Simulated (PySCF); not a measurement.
C2H7BO, SMILES C(B)OC at its GFN2-xTB optimised geometry (Å):

```
11

B      1.2679    -1.1635     0.0001
C      0.6167     0.2641     0.0000
O     -0.8000     0.2641     0.0000
C     -1.3517     1.5521     0.0000
H      2.4336    -1.2250    -0.0008
H      0.6057    -2.1212     0.0007
H      0.9816     0.8356     0.8739
H      0.9813     0.8355    -0.8741
H     -1.0539     2.1175     0.8940
H     -2.4336     1.4323    -0.0056
H     -1.0450     2.1212    -0.8886
```

Calculation: B3LYP/def2-TZVP in PySCF 2.14.0.

Map of the LUMO amplitude (bohr^(-3/2)) on the plane z = 1.0 Å; orbital energy -1.67 eV, overall sign arbitrary:

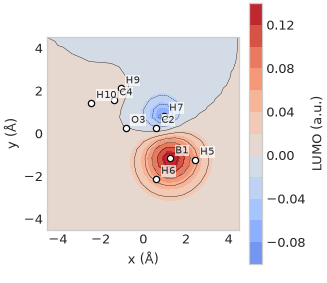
Figure: LUMO amplitude (bohr^(-3/2)) on the plane z = 1.0 Å.
